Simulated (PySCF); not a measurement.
# [HfF3(H2O)]+: other functionals and bases at one geometry

How far do other levels of theory move the description of [HfF3(H2O)]+, and what does each cost? The species was built from a template and needn't be a known compound.

Method: several levels, as the steps say, no spin–orbit coupling; program: PySCF 2.14.0.

1 further run of the same task is left out (for a known fault of the program).

## 1. Where the work starts

7 atoms, charge 1, spin multiplicity 1.

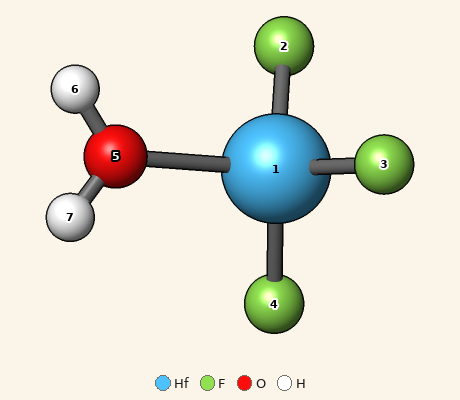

The geometry (hafnium blue, fluorine green, oxygen red, hydrogen white); atoms are numbered from 1 in the order of the file.

Geometry (Å):

```xyz
7

Hf    0.02917   -0.04062    0.04062
F     1.04141    1.14909    1.07332
F    -1.10121   -1.09529    1.09529
F     1.04141   -1.07332   -1.14909
O    -1.21741    1.22846   -1.22846
H    -1.54814    2.12088   -1.01362
H    -1.54814    1.01362   -2.12088
```

Formal oxidation states: Hf +4. An earlier session relaxed this geometry at PBE0, Hf def2-SVP with ECP60, F def2-SVP, O def2-SVP, H def2-SVP (singlet, point group Cs).

At PBE0 on the finer grid: E = -423.312970 Eh, HOMO -16.94 eV, LUMO -6.73 eV, Mulliken charge on Hf1 +1.57 e, largest force component 0.022 eV/Å. 

Levels to run: M06-L; CAM-B3LYP; PBE0, TZVP. Hardware: 2 threads of Intel Xeon Platinum 8488C (Sapphire Rapids), shared host.

## 2. M06-L

Contents of run.py (the lines that set the calculation):

```python
mol = gto.M(atom='''
Hf     0.02917    -0.04062     0.04062
F      1.04141     1.14909     1.07332
F     -1.10121    -1.09529     1.09529
F      1.04141    -1.07332    -1.14909
O     -1.21741     1.22846    -1.22846
H     -1.54814     2.12088    -1.01362
H     -1.54814     1.01362    -2.12088''',
    basis={'Hf': 'def2-SVP', 'F': 'def2-SVP', 'O': 'def2-SVP', 'H': 'def2-SVP'},
    ecp={'Hf': 'def2-SVP'},
    charge=1, spin=0)
mf = dft.RKS(mol, xc='M06L')
mf.grids.atom_grid = (75, 302)
mf = mf.density_fit()  # fitting sets: Hf def2-universal-JKFIT, F def2-universal-JKFIT, O def2-universal-JKFIT, H def2-universal-JKFIT
mf.conv_tol = 1e-08; mf.max_cycle = 55
mf.kernel(dm0)  # dm0: the density of the relaxed state
```

The run is started by

```
> OMP_NUM_THREADS=2 python run.py
```

## 3. CAM-B3LYP

Edit run.py (the lines that set the calculation) of step 2 so:

```diff
@@ -11,3 +11,3 @@
     charge=1, spin=0)
-mf = dft.RKS(mol, xc='M06L')
+mf = dft.RKS(mol, xc='CAMB3LYP')
 mf.grids.atom_grid = (75, 302)
```

## 4. PBE0, TZVP

Basis: Hf def2-TZVP with ECP60, F def2-TZVP, O def2-TZVP, H def2-TZVP. 

Edit run.py (the lines that set the calculation) of step 3 so:

```diff
@@ -8,6 +8,6 @@
 H     -1.54814     1.01362    -2.12088''',
-    basis={'Hf': 'def2-SVP', 'F': 'def2-SVP', 'O': 'def2-SVP', 'H': 'def2-SVP'},
-    ecp={'Hf': 'def2-SVP'},
+    basis={'Hf': 'def2-TZVP', 'F': 'def2-TZVP', 'O': 'def2-TZVP', 'H': 'def2-TZVP'},
+    ecp={'Hf': 'def2-TZVP'},
     charge=1, spin=0)
-mf = dft.RKS(mol, xc='CAMB3LYP')
+mf = dft.RKS(mol, xc='PBE0')
 mf.grids.atom_grid = (75, 302)
@@ -15,2 +15,2 @@
 mf.conv_tol = 1e-08; mf.max_cycle = 55
-mf.kernel(dm0)  # dm0: the density of the relaxed state
+mf.kernel(dm0)  # dm0: free metal ions and neutral atoms
```

What does the calculation give? Wanted: for each run, HOMO; gap; charge on Hf1; dipole; largest force.

The runs gave:

| level | state | HOMO (eV) | gap (eV) | charge on Hf1 (e) | dipole (D) | largest force (eV/Å) | basis functions | time |
| --- | --- | --- | --- | --- | --- | --- | --- | --- |
| PBE0 (relaxed here) | singlet | -16.94 | 10.21 | 1.57 | 8.07 | 0.02 | 98 | 12 s |
| M06-L | singlet | -15.35 | 7.99 | 1.69 | 7.94 | 0.18 | 98 | 6.8 s |
| CAM-B3LYP | singlet | -18.41 | 12.60 | 1.53 | 8.14 | 0.13 | 98 | 5.5 s |
| PBE0, TZVP | singlet | -16.99 | 10.27 | 1.78 | 8.01 | 0.22 | 176 | 10 s |

Times are on 2 threads of Intel Xeon Platinum 8488C (Sapphire Rapids), shared host; the first row also made further properties. The dipole of a charged species depends on the origin, so these sizes hold for this origin alone.

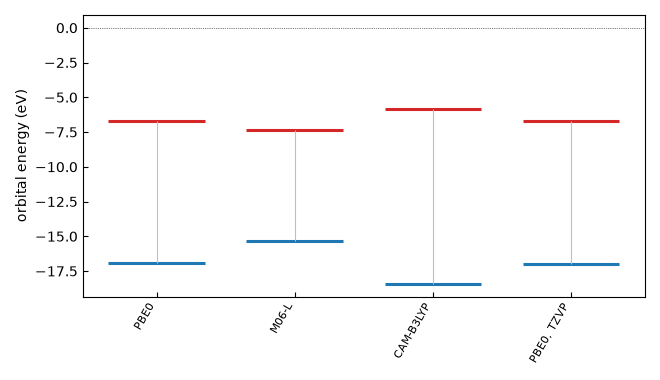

Highest filled and lowest empty level, method by method.

In one basis the HOMO–LUMO gap runs from 7.99 eV (M06-L) to 12.60 eV (CAM-B3LYP). The largest leftover force, 0.22 eV/Å with PBE0, TZVP, stands at a geometry relaxed at another level. The Mulliken charge on Hf spans +1.53 to +1.78 e over the levels. Total energies of different levels can't be compared. Spin–orbit coupling is left out throughout.
